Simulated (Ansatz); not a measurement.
## Electronic structure of C$_{2}$H$_{8}$ClNSi in real space

Input

```
crystal:
  periodic: [false, false, false]
  atoms:
    - { symbol: Si, position_ang: [0.0, 0.0, 0.0] }
    - { symbol: "N", position_ang: [0.0, 0.0, 1.82] }
    - { symbol: C, position_ang: [-1.2162, -0.3762, 2.555] }
    - { symbol: H, position_ang: [-1.8642, -0.9999, 1.9045] }
    - { symbol: H, position_ang: [-0.9378, -0.9533, 3.4614] }
    - { symbol: H, position_ang: [-1.7663, 0.5401, 2.8549] }
    - { symbol: C, position_ang: [1.2162, 0.3762, 2.555] }
    - { symbol: H, position_ang: [1.4641, -0.4163, 3.2916] }
    - { symbol: H, position_ang: [2.0585, 0.4943, 1.8418] }
    - { symbol: H, position_ang: [1.0457, 1.3351, 3.0874] }
    - { symbol: H, position_ang: [1.3768, 0.0, -0.4862] }
    - { symbol: H, position_ang: [-0.6877, 1.1914, -0.4862] }
    - { symbol: Cl, position_ang: [-1.0032, -1.7381, -0.7093] }
basis:
  gaussian: { orbitals: "6-31G" }
hamiltonian:
  xc: blyp
relax:
  f_tol: 0.02
  max_steps: 40
output:
  orbitals: {}
```

Command:

```sh
ansatz run input.yaml --threads 1 --pin off --max-ram 2048MiB --backend cpu --events-out ev --progress --plain --runs-dir out
```

The fields are those of the run's last geometry, not of the input's.

Theory: RKS BLYP/6-31G in Ansatz 0.2.0.

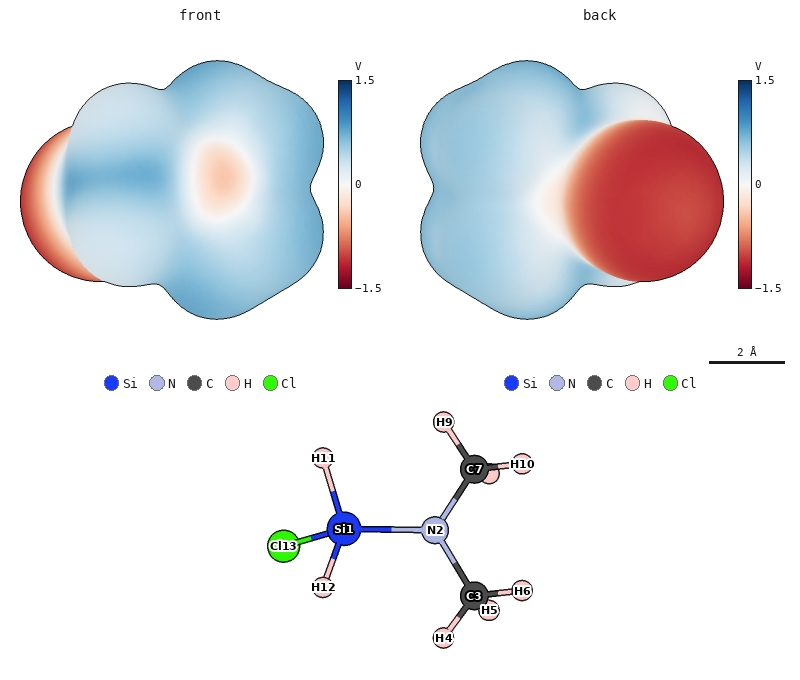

Figure 1. The electrostatic potential painted on the density surface at 0.001 e/bohr³, seen from the front and from behind; red is negative and blue positive. The bare structure is drawn below in the same view.

### Which sites attract a positive test charge, and which a negative one?

A positive charge is drawn to the negative regions and a negative charge to the positive ones. The most negative region (about −1.1 V) lies over Cl13, the most positive (about +0.7 V) over the H and Si atoms.

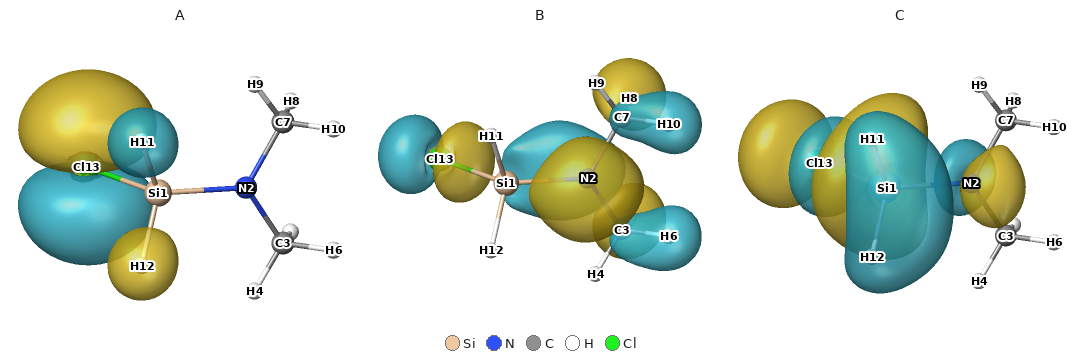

Figure 2. Three frontier orbitals at ±0.08 Å⁻³ᐟ² (yellow and cyan are the two phases), in no order.

### Which picture is the HOMO−1, the HOMO and the LUMO?

A is the HOMO−1 (−6.59 eV). Its weight (Hirshfeld) is mainly on Cl13 (about 90 %); largely a lone pair of Cl13. B is the HOMO (−5.32 eV). By Hirshfeld shares it lies mainly on N2 (about 55 %), Cl13 (about 10 %), C3 (about 5 %) and C7 (about 5 %). C is the LUMO (−0.84 eV). It lies mainly on Si1 (about 45 %), Cl13 (about 30 %) and N2 (about 10 %).

### What is the HOMO–LUMO gap?

4.48 eV between the orbital energies.

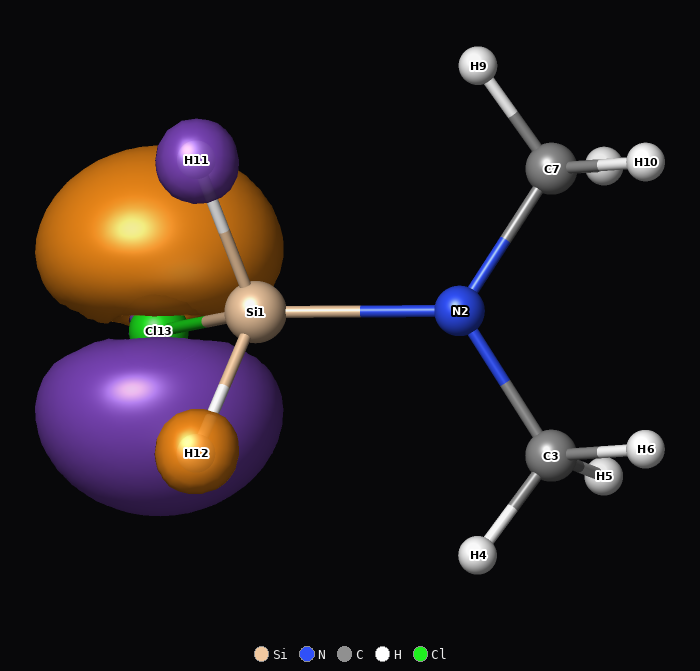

Figure 3. The HOMO−1 at ±0.15 Å⁻³ᐟ² (orange and purple are the two phases), seen across its widest extent.

### Where does this orbital lie, and at what energy?

It lies mainly on Cl13 (about 90 %); largely a lone pair of Cl13. Its energy is −6.59 eV.
